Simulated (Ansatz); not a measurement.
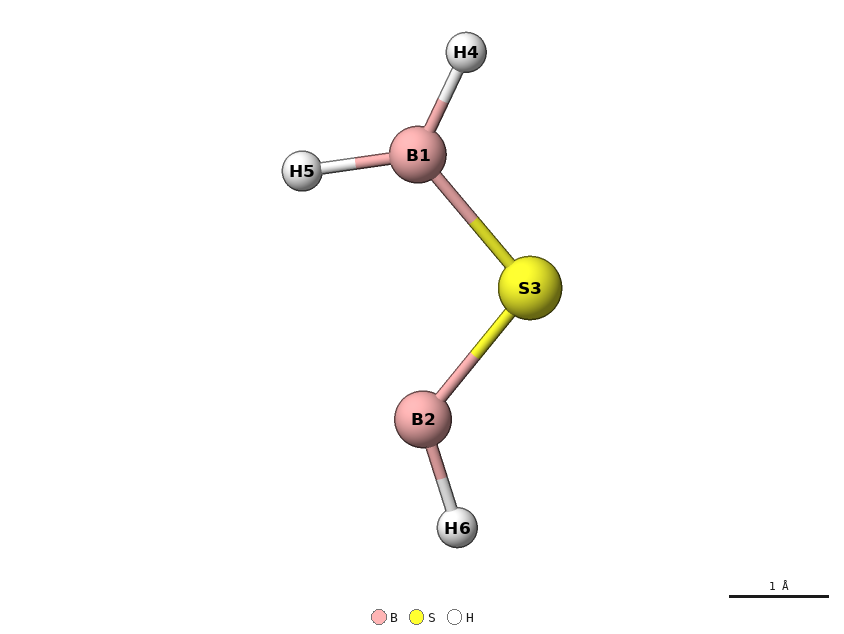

Orthographic view with a scale bar. Charge 0, doublet. The geometry was computed by an optimisation with PBE0-D4/def2-TZVP. No frequency run is at hand to confirm it as a minimum.

Give an XYZ file in the frame of the picture: x to the right, y up, z towards the viewer, origin at the mean of the atomic positions.

```xyz
6
B2H3S
B   -0.15   1.16   0.33
B   -0.10  -1.53  -0.44
S    0.99  -0.19  -0.02
H    0.34   2.20   0.64
H   -1.33   0.99   0.23
H    0.25  -2.63  -0.74
```
